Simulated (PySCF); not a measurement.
# C₉H₁₂O: excited states, first hyperpolarisability

What do calculations give for the excited states, first hyperpolarisability of C₉H₁₂O (`CC(C)Oc1ccccc1`)?

Computed with PySCF 2.14.0 and routines of our own; the level stands in each step. Atoms count from 0.

### 1 The starting structure

22 atoms, charge 0, multiplicity 1; geometry from: GFN2-xTB.

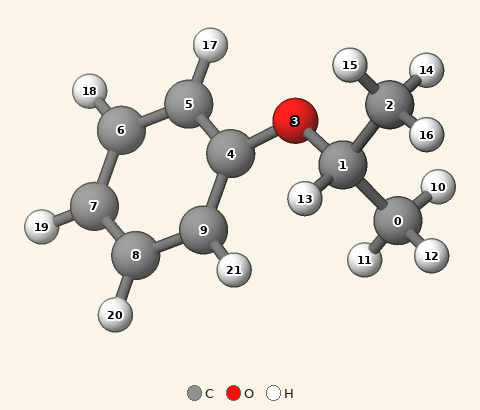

The starting geometry (carbon grey, oxygen red, hydrogen white).

### 2 Optimising the geometry at PBE0-D3(BJ)/def2-SVP

What the job is given:

```
{"job": {"xc": "PBE0", "basis": "def2-SVP", "d3": "d3bj", "grid": 2, "kind": "geom"}, "charge": 0, "multiplicity": 1}
C     -1.798270    -0.552562    -1.616296
C     -1.714917    -0.206356    -0.128980
C     -2.871983    -0.834217     0.642438
O     -0.525347    -0.722014     0.451653
C      0.662275    -0.083488     0.280708
C      1.756547    -0.686347     0.906581
C      3.012218    -0.123980     0.821981
C      3.206282     1.050315     0.110871
C      2.127651     1.649287    -0.510888
C      0.860765     1.093627    -0.433588
H     -1.842729    -1.632053    -1.738448
H     -0.925494    -0.184639    -2.150059
H     -2.690074    -0.109773    -2.051734
H     -1.746974     0.885018     0.004948
H     -2.839741    -1.915034     0.534535
H     -2.793417    -0.590524     1.698552
H     -3.819231    -0.464574     0.260541
H      1.589467    -1.598672     1.457591
H      3.845492    -0.602505     1.315360
H      4.188821     1.492129     0.043238
H      2.265026     2.564076    -1.069097
H      0.043221     1.591672    -0.931442
```

The run is started by

```
$ OMP_NUM_THREADS=1 python excited_run.py task.json out
```

One launch serves the whole session: the jobs run in the order shown.

Output:

```text
step   0  E = -424.61619903  max force = 0.013949
step   1  E = -424.61832304  max force = 0.002098
step   2  E = -424.61834978  max force = 0.000912
step   3  E = -424.61835714  max force = 0.000986
step   4  E = -424.61836762  max force = 0.000377
optimisation converged
```

Run time: 95 s. Hardware: 1 thread of AMD EPYC 7R43, shared host; peak memory 0.91 GiB.

Relaxation path:

| step | energy from step 0 (eV) | largest force component (eV/Å) |
| --- | --- | --- |
| 0 | 0.0000 | 0.7173 |
| 1 | -0.0578 | 0.1079 |
| 2 | -0.0585 | 0.0469 |
| 3 | -0.0587 | 0.0507 |
| 4 | -0.0590 | 0.0194 |

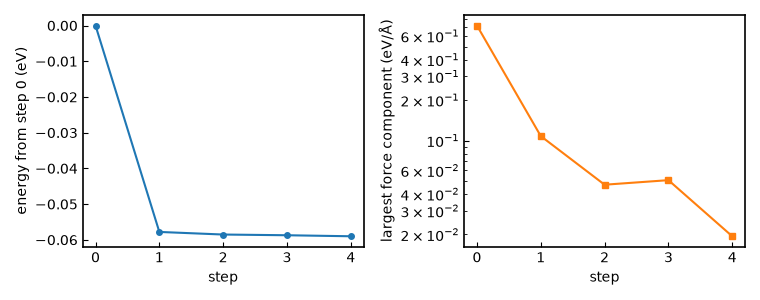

Energy and largest force along the relaxation.

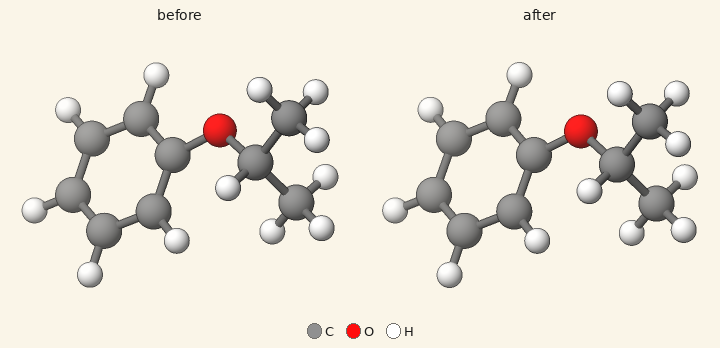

The geometry before (left) and after (right).

Close pairs (by a distance rule), those that changed most:

| bond | before (Å) | after (Å) | change (Å) |
| --- | --- | --- | --- |
| C2–H14 | 1.087 | 1.100 | +0.014 |
| C0–H12 | 1.087 | 1.100 | +0.013 |
| C2–H16 | 1.086 | 1.100 | +0.013 |
| C0–H10 | 1.087 | 1.101 | +0.013 |
| C5–H17 | 1.079 | 1.092 | +0.013 |
| C6–H18 | 1.080 | 1.093 | +0.013 |
| C8–H20 | 1.080 | 1.093 | +0.012 |
| C2–H15 | 1.087 | 1.099 | +0.012 |

The end geometry stands in the next job.

| at the end point | value |
| --- | --- |
| point group (found at 0.08 Å tolerance) | C1 |
| rotational constants (GHz, main isotopes) | 3.311, 0.770, 0.682 |
| dipole moment (D) | 1.48 |

### 3 Excited states: TDA wB97X-D/def2-SVPD

What the job is given:

```
{"job": {"kind": "states", "xc": "wB97X-D", "basis": "def2-SVPD", "tda": true, "soc": true, "nstates": 6, "ntriplets": 5, "nquad": 4}, "charge": 0, "multiplicity": 1}
C     -1.402444    -0.463494    -1.449387
C     -1.372519    -0.094524     0.024337
C     -2.539567    -0.674521     0.796443
O     -0.199232    -0.601866     0.643012
C      0.989607     0.014920     0.484230
C      2.086903    -0.613493     1.091921
C      3.353642    -0.052679     1.003986
C      3.555695     1.142537     0.309143
C      2.467657     1.763964    -0.294953
C      1.187754     1.211591    -0.216064
H     -1.417363    -1.558209    -1.561579
H     -0.519827    -0.078739    -1.980142
H     -2.300479    -0.051736    -1.933603
H     -1.390468     1.005455     0.134072
H     -2.532022    -1.772879     0.729030
H     -2.475799    -0.394468     1.857374
H     -3.492883    -0.305971     0.390921
H      1.909552    -1.545456     1.632027
H      4.196215    -0.555668     1.484982
H      4.552912     1.581467     0.239564
H      2.607055     2.698304    -0.844538
H      0.357024     1.721771    -0.703951
```

With the program's defaults for keys left out, this is: TDA wB97X-D/def2-SVPD excited states, vertical, gas phase, spin-orbit mean-field couplings.

Output:

```text
coarse grid: 18304 points
cycle   1  E = -424.8306469942  dE =  1.801e+00  |g| = 5.613e-01  |ddm| = 1.714e+01
cycle   2  E = -424.8435252982  dE = -1.288e-02  |g| = 5.708e-01  |ddm| = 3.447e+00
cycle   3  E = -424.9005766931  dE = -5.705e-02  |g| = 8.010e-02  |ddm| = 1.011e+00
cycle   4  E = -424.9016974758  dE = -1.121e-03  |g| = 3.505e-02  |ddm| = 3.608e-01
cycle   5  E = -424.9019881063  dE = -2.906e-04  |g| = 6.495e-03  |ddm| = 2.086e-01
cycle   6  E = -424.9019984046  dE = -1.030e-05  |g| = 2.519e-03  |ddm| = 3.429e-02
cycle   7  E = -424.9020002753  dE = -1.871e-06  |g| = 5.338e-04  |ddm| = 1.563e-02
final grid: 176544 points
cycle   8  E = -424.9718853761  dE = -1.674e-04  |g| = 4.086e-03  |ddm| = 4.470e-01
cycle   9  E = -424.9718891109  dE = -3.735e-06  |g| = 2.461e-03  |ddm| = 4.705e-02
cycle  10  E = -424.9718904189  dE = -1.308e-06  |g| = 6.924e-04  |ddm| = 8.807e-03
cycle  11  E = -424.9718905472  dE = -1.283e-07  |g| = 2.002e-04  |ddm| = 4.715e-03
cycle  12  E = -424.9718905563  dE = -9.114e-09  |g| = 7.339e-05  |ddm| = 7.596e-04
cycle  13  E = -424.9718905577  dE = -1.399e-09  |g| = 2.109e-05  |ddm| = 3.144e-04
cycle  14  E = -424.9718905579  dE = -1.503e-10  |g| = 7.208e-06  |ddm| = 1.705e-04
converged SCF energy = -424.9718905579

Singlet excitations
state   eV       nm        f     d(h-e)  d(exc)  Lambda  PR(NTO)  |dmu|/D   mu/D   main configurations
  1   5.2505   236.1   0.03044   0.315   2.784   0.659   1.643    0.971    2.314   H->L 0.72, H-1->L+1 0.24
  2   6.1406   201.9   0.09783   0.400   2.867   0.805   1.729    1.334    2.493   H->L+1 0.70, H-1->L 0.26
  3   6.7295   184.2   0.00190   0.757   3.912   0.307   1.067    2.477    1.503   H->L+2 0.65, H->L+3 0.20
  4   7.2912   170.0   0.06640   0.400   3.972   0.324   1.248    1.303    1.294   H->L+3 0.53, H->L+8 0.11, H->L+7 0.09
  5   7.3096   169.6   0.27425   0.415   3.579   0.460   2.103                     H->L+4 0.37, H-1->L 0.15, H-1->L+1 0.12
  6   7.3414   168.9   0.46938   0.226   3.174   0.557   2.223                     H-1->L+1 0.44, H->L 0.15, H->L+4 0.10

Triplet excitations (Tamm-Dancoff)
state   eV     d(h-e)  d(exc)  Lambda  PR(NTO)   main configurations
  1   4.0983   0.143   2.531   0.777   1.544   H->L+1 0.54, H-1->L 0.25, H->L 0.14
  2   4.3367   0.357   2.737   0.677   1.021   H->L 0.81, H->L+1 0.12
  3   4.7674   0.149   2.637   0.852   1.701   H-1->L 0.69, H->L+1 0.27
  4   5.5439   0.064   2.623   0.637   1.044   H-1->L+1 0.94
  5   6.7373   0.871   3.947   0.305   1.053   H->L+2 0.66, H->L+3 0.21
S1 - T1 = 1.1523 eV

Spin-orbit couplings |<S|Hso|T>| (cm-1)
             T1       T2       T3       T4       T5
S0        0.160    0.197    0.090    0.089    5.291
S1        0.211    0.077    0.076    0.021    0.408
S2        0.096    0.277    0.019    0.290    1.985
S3        1.148    0.817    0.638    0.172    0.096
S4        1.351    1.145    1.020    0.038    0.812
S5        0.848    1.816    0.560    0.362    0.531
S6        0.969    0.948    0.491    0.038    0.399
T1 sublevels (cm-1): 0.000 0.000 0.000   radiative rates (1/s): 0.0627 0.327 0.00206
```

Run time: 95 s. Hardware: 1 thread of AMD EPYC 7R43, shared host; peak memory 1.3 GiB.

From this job:

| quantity | value |
| --- | --- |
| S1 less T1 | 1.15 eV |

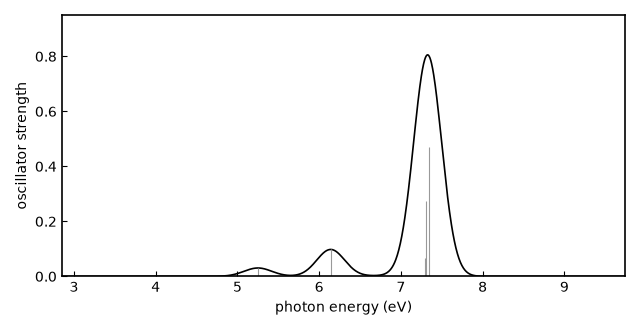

Absorption lines of the singlets. Lines are broadened to a width of 0.40 eV (Gaussian).

The fields below are evaluated on a grid from the run's orbitals.

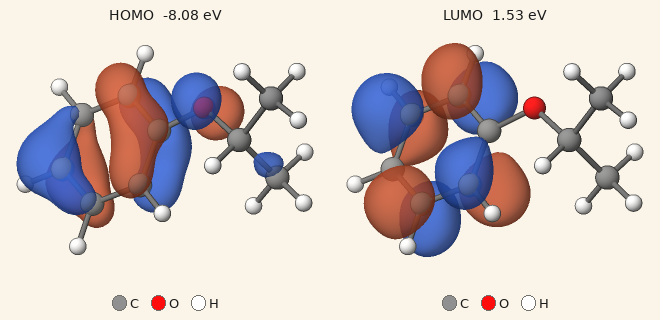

Frontier orbitals at wB97X-D/def2-SVPD; each surface holds 70 % of the orbital's density, blue and red mark the sign.

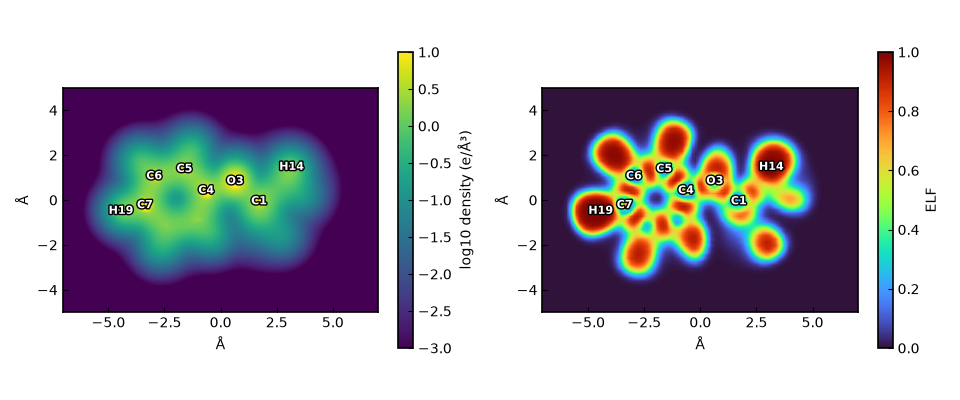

Density (left) and ELF (right) in a plane through or near 8 of the atoms.

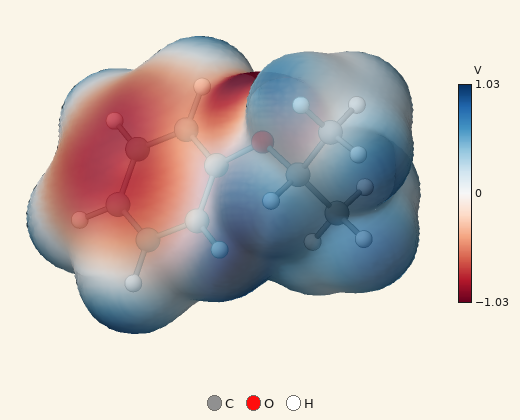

The potential that a unit positive charge feels on the 0.002 e/bohr³ surface, from the 1st to the 99th percentile, from -1.03 V near O3 to 0.86 V near H21.

### 4 Excited states: TDDFT CAM-B3LYP/def2-SVPD

Settings changed since step 3:

```diff
@@ -1,2 +1,2 @@
-{"job": {"kind": "states", "xc": "wB97X-D", "basis": "def2-SVPD", "tda": true, "soc": true, "nstates": 6, "ntriplets": 5, "nquad": 4}, "charge": 0, "multiplicity": 1}
+{"job": {"kind": "states", "xc": "CAM-B3LYP", "basis": "def2-SVPD", "tpa": true, "nstates": 8, "nquad": 6, "ntriplets": 0}, "charge": 0, "multiplicity": 1}
 C     -1.402444    -0.463494    -1.449387
```

Level: TDDFT CAM-B3LYP/def2-SVPD excited states, vertical, gas phase, two-photon moments by quadratic response.

Output:

```text
coarse grid: 18304 points
cycle   1  E = -424.7198165583  dE =  1.710e+00  |g| = 5.773e-01  |ddm| = 2.038e+01
cycle   2  E = -424.7198177036  dE = -1.145e-06  |g| = 6.364e-01  |ddm| = 3.788e+00
cycle   3  E = -424.7929088015  dE = -7.309e-02  |g| = 9.072e-02  |ddm| = 1.202e+00
cycle   4  E = -424.7942276444  dE = -1.319e-03  |g| = 4.064e-02  |ddm| = 4.434e-01
cycle   5  E = -424.7946061795  dE = -3.785e-04  |g| = 7.564e-03  |ddm| = 2.435e-01
cycle   6  E = -424.7946188200  dE = -1.264e-05  |g| = 3.063e-03  |ddm| = 3.574e-02
cycle   7  E = -424.7946213739  dE = -2.554e-06  |g| = 5.151e-04  |ddm| = 1.325e-02
final grid: 176544 points
cycle   8  E = -424.8875934630  dE = -5.419e-05  |g| = 3.982e-03  |ddm| = 2.115e-01
cycle   9  E = -424.8875942201  dE = -7.571e-07  |g| = 3.906e-03  |ddm| = 5.136e-02
cycle  10  E = -424.8875975801  dE = -3.360e-06  |g| = 6.464e-04  |ddm| = 2.265e-02
cycle  11  E = -424.8875976493  dE = -6.923e-08  |g| = 2.400e-04  |ddm| = 1.755e-03
cycle  12  E = -424.8875976619  dE = -1.261e-08  |g| = 3.681e-05  |ddm| = 1.403e-03
cycle  13  E = -424.8875976622  dE = -3.417e-10  |g| = 1.750e-05  |ddm| = 1.793e-04
converged SCF energy = -424.8875976622

Singlet excitations
state   eV       nm        f     d(h-e)  d(exc)  Lambda  PR(NTO)  |dmu|/D   mu/D   delta(TPA)   sigma/GM   main configurations
  1   5.1436   241.0   0.03070   0.308   2.791   0.629   1.617    1.116    2.431        7.08      0.069   H->L 0.79, H-1->L+1 0.13
  2   5.8814   210.8   0.09674   0.368   2.881   0.709   1.705    1.224    2.347       53.96      0.684   H->L+1 0.62, H-1->L 0.21, H->L+2 0.14
  3   6.3891   194.1   0.00131   1.011   4.099   0.492   1.063    3.352    2.022       29.68      0.444   H->L+2 0.54, H->L+3 0.20, H->L+1 0.16
  4   6.8716   180.4   0.42875   0.298   3.587   0.588   2.265    0.997    2.059       16.96      0.293   H-1->L 0.44, H->L+3 0.23, H->L+1 0.15
  5   6.9070   179.5   0.20482   0.546   4.026   0.432   1.637    1.903    1.313       33.67      0.588   H->L+3 0.42, H-1->L 0.17, H->L+2 0.17
  6   6.9391   178.7   0.40544   0.171   2.963   0.560   1.680    0.517    1.680        6.35      0.112   H-1->L+1 0.55, H->L 0.15, H-1->L+2 0.12
  7   7.0069   176.9   0.06453   0.465   3.908   0.309   1.385                                            H->L+4 0.70
  8   7.2669   170.6   0.00337   0.767   3.939   0.349   1.312                                            H-1->L+3 0.39, H-1->L+2 0.36, H->L+4 0.10
```

It took 1.7 min on 1 thread of AMD EPYC 7R43, shared host; peak memory 1.4 GiB.

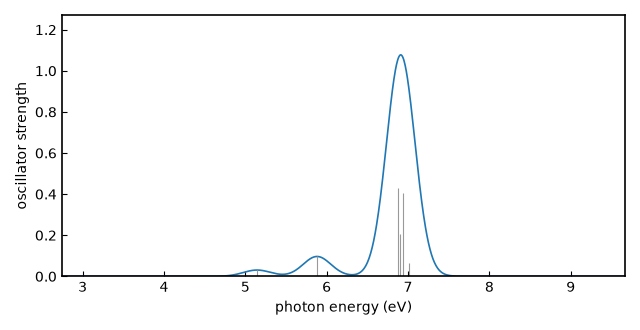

Absorption lines of the singlets. Lines are broadened to a width of 0.40 eV (Gaussian).

### 5 First hyperpolarisability: quadratic response CAM-B3LYP/def2-SVPD

Settings changed since step 4:

```diff
@@ -1,2 +1,2 @@
-{"job": {"kind": "states", "xc": "CAM-B3LYP", "basis": "def2-SVPD", "tpa": true, "nstates": 8, "nquad": 6, "ntriplets": 0}, "charge": 0, "multiplicity": 1}
+{"job": {"kind": "beta", "xc": "CAM-B3LYP", "basis": "def2-SVPD"}, "charge": 0, "multiplicity": 1}
 C     -1.402444    -0.463494    -1.449387
```

Level: quadratic response CAM-B3LYP/def2-SVPD first hyperpolarisability, Taylor convention, gas phase.

Output:

```text
coarse grid: 18304 points
cycle   1  E = -424.7198165583  dE =  1.710e+00  |g| = 5.773e-01  |ddm| = 2.038e+01
cycle   2  E = -424.7198177036  dE = -1.145e-06  |g| = 6.364e-01  |ddm| = 3.788e+00
cycle   3  E = -424.7929088015  dE = -7.309e-02  |g| = 9.072e-02  |ddm| = 1.202e+00
cycle   4  E = -424.7942276444  dE = -1.319e-03  |g| = 4.064e-02  |ddm| = 4.434e-01
cycle   5  E = -424.7946061795  dE = -3.785e-04  |g| = 7.564e-03  |ddm| = 2.435e-01
cycle   6  E = -424.7946188200  dE = -1.264e-05  |g| = 3.063e-03  |ddm| = 3.574e-02
cycle   7  E = -424.7946213739  dE = -2.554e-06  |g| = 5.151e-04  |ddm| = 1.325e-02
final grid: 176544 points
cycle   8  E = -424.8875934630  dE = -5.419e-05  |g| = 3.982e-03  |ddm| = 2.115e-01
cycle   9  E = -424.8875942201  dE = -7.571e-07  |g| = 3.906e-03  |ddm| = 5.136e-02
cycle  10  E = -424.8875975800  dE = -3.360e-06  |g| = 6.464e-04  |ddm| = 2.265e-02
cycle  11  E = -424.8875976493  dE = -6.923e-08  |g| = 2.400e-04  |ddm| = 1.755e-03
cycle  12  E = -424.8875976619  dE = -1.261e-08  |g| = 3.681e-05  |ddm| = 1.403e-03
cycle  13  E = -424.8875976622  dE = -3.415e-10  |g| = 1.750e-05  |ddm| = 1.793e-04
converged SCF energy = -424.8875976622

Lowest singlets (eV, f): 5.1436 0.0307  5.8814 0.0967  6.3891 0.0013

First hyperpolarisability (au)
process     nm      |vector|   parallel      HRS      DR
static         -      207.71      56.35      97.17   3.603
shg       1907.0      220.54      60.88     102.38   3.687
eope      1907.0      211.84      57.81          -       -
shg       1064.0      254.10      72.94     115.85   3.902
eope      1064.0      221.49      61.22          -       -
```

It took 97 s on 1 thread of AMD EPYC 7R43, shared host; peak memory 1.4 GiB.

### 6 Summary of results

| quantity | value |
| --- | --- |
| point group | C1 |
| rotational constants (main isotopes) | 3.31, 0.77, 0.68 GHz |
| S1 less T1 (step 3, TDA wB97X-D/def2-SVPD) | 1.15 eV |
| surface potential, 1st and 99th percentile | -1.03 V and 0.86 V |
| β vector (step 5, quadratic response CAM-B3LYP/def2-SVPD) | static 208, SHG 1907.0 nm 221, SHG 1064.0 nm 254 au |

Over 4 steps the energy fell by 0.059 eV; of the close pairs, C2–H14 changed most, 1.087 to 1.100 Å. In step 3, the number of triplets below S1 is 3, and the largest singlet-triplet spin-orbit coupling is S0–T5, 5.29 cm⁻¹. β grows from 208 au (static) to 254 au for doubling at 1064.0 nm: normal dispersion, which grows as twice the photon energy moves toward the bright states.
